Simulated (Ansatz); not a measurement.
# BHCl2 (SMILES [H]B(Cl)Cl) at PBE0/STO-3G

What is the electronic atomisation energy of BHCl2 at PBE0/STO-3G? 

The calculation is run with Ansatz 0.2.0.

54 further runs of the same task are left out: 4 that didn't finish, 50 set aside as unsound or not needed.

### 1 The structure to begin with

The species is BHCl2 (4 atoms), meant as a singlet with charge 0. As SMILES, `[H]B(Cl)Cl`. Geometry: relaxed at GFN2-xTB.

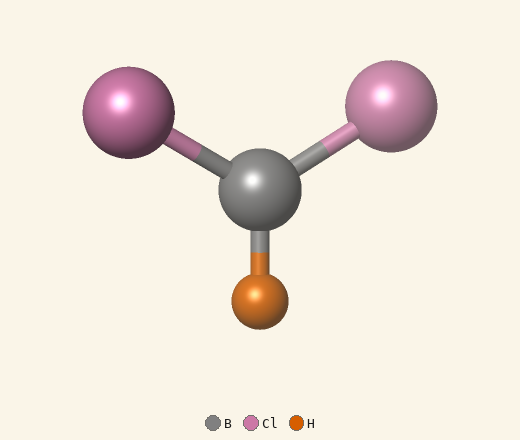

Viewed from a chosen angle; boron grey, chlorine pink, hydrogen orange.

### 2 A single-point energy at PBE0/STO-3G

File run.yaml:

```yaml
crystal:
  periodic: [false, false, false]
  atoms:
    - {symbol: B, position_ang: [-0.067270, -0.112350, 0.001160]}
    - {symbol: Cl, position_ang: [1.633390, -0.145760, 0.012580]}
    - {symbol: Cl, position_ang: [-0.893540, 1.375320, -0.017490]}
    - {symbol: H, position_ang: [-0.672580, -1.117210, 0.003750]}
basis:
  gaussian: {orbitals: STO-3G}
total_charge: 0
hamiltonian: {xc: pbe0}
accuracy: high
```

Started as:

```console
ansatz run run.yaml --threads 1 --pin off --max-ram 2610MiB --events-out events.jsonl --progress --plain --runs-dir runs
```

Standard output:

```text
Warning: RAYON_NUM_THREADS=1 ignored (pool sized by the plan → 1); use --threads N
Functional definition: PBE0
  name "PBE0"
  parameter a = 0.25
  parameter kappa = 0.804
  parameter beta = 0.06672455060314922
  exchange = (1 - a)*pbe_x(kappa = kappa, mu = beta*pi^2/3) + a*exact_x
  correlation = pbe_c(beta = beta)
426 factors; integrals over basis functions are off by at most 1.3e-8 eV
mean field evaluation 1: about -25448.6580 eV, gradient 2.0e1 eV
mean field evaluation 2: about -25448.2571 eV, gradient 2.5e1 eV
mean field evaluation 4: about -25450.3439 eV, gradient 5.9e-2 eV
mean field evaluation 8: about -25450.3356 eV, gradient 1.5e-4 eV
mean field -25450.33563607 eV, -935.2825837684 hartree, gradient 1.8e-8 eV, S^2 0.000000; 0 other end points of the search recorded, 0 dependent functions left out
reference -25450.33563728 eV, -935.2825838128 hartree; 20, 20 occupied and 4, 4 virtual orbitals, 426 factors
Total energy: -25450.33563728 eV, -935.2825838128 hartree
```

It took 1.8 s on 1 thread of Arm Neoverse N1, shared host; peak memory 0.095 GiB.

### 3 The B atom

File in.yaml:

```yaml
crystal:
  periodic: [false, false, false]
  atoms:
    - {symbol: B, position_ang: [0.000000, 0.000000, 0.000000]}
basis:
  gaussian: {orbitals: STO-3G}
hamiltonian: {xc: pbe0}
magnetization: {spin_polarized: true, initial_magnetization: 1}
accuracy: high
```

Started as:

```console
ansatz run in.yaml --threads 1 --pin off --max-ram 2610MiB --events-out events.jsonl --progress --plain --runs-dir runs
```

Standard output (excerpt; [...] marks lines left out):

```text
Warning: RAYON_NUM_THREADS=1 ignored (pool sized by the plan → 1); use --threads N
[... 7 set-up lines as earlier in the session ...]
15 factors; integrals over basis functions are off by at most 8.9e-10 eV
mean field evaluation 1: about -659.4962 eV, gradient 2.8e-7 eV
mean field evaluation 2: about -659.4961 eV, gradient 1.8e-6 eV
mean field evaluation 4: about -659.4961 eV, gradient 1.2e-7 eV
mean field evaluation 8: about -659.4961 eV, gradient 0.0e0 eV
mean field -659.49614681 eV, -24.2360363729 hartree, gradient 0.0e0 eV, S^2 0.750000; 0 other end points of the search recorded, 0 dependent functions left out
reference -659.49614775 eV, -24.2360364074 hartree; 3, 2 occupied and 2, 3 virtual orbitals, 15 factors
Total energy: -659.49614775 eV, -24.2360364074 hartree
```

Run time: 0.3 s. Hardware: 1 thread of Arm Neoverse N1, shared host.

### 4 The Cl atom at the same level

File input.yaml:

```yaml
crystal:
  periodic: [false, false, false]
  atoms:
    - {symbol: Cl, position_ang: [0.000000, 0.000000, 0.000000]}
basis:
  gaussian: {orbitals: STO-3G}
magnetization: {spin_polarized: true, initial_magnetization: 1}
hamiltonian: {xc: {name: PBE0}}
accuracy: high
```

Run the same way, it converges to -454.98903 Eh (log not shown).

### 5 The H atom, same level

File run.yaml:

```yaml
crystal:
  periodic: [false, false, false]
  atoms:
    - {symbol: H, position_ang: [0.000000, 0.000000, 0.000000]}
basis:
  gaussian: {orbitals: STO-3G}
hamiltonian: {xc: pbe0}
magnetization: {spin_polarized: true, initial_magnetization: 1}
accuracy: high
```

Run the same way, it converges to -0.46651 Eh (log not shown).

### 6 Outcome

At PBE0/STO-3G:

```
                     quantity          value
       molecule: total energy  -935.28258 Eh
         B atom: total energy   -24.23604 Eh
                 B atom: ⟨S²⟩          0.750
        Cl atom: total energy  -454.98903 Eh
                Cl atom: ⟨S²⟩          0.750
         H atom: total energy    -0.46651 Eh
                 H atom: ⟨S²⟩          0.750
electronic atomisation energy      16.381 eV
```

What this shows: Taking the molecule apart into free atoms costs 16.38 eV (1581 kJ/mol), before zero-point energy and without spin-orbit coupling. In a minimal basis such a difference can be off by several eV, whatever the method.
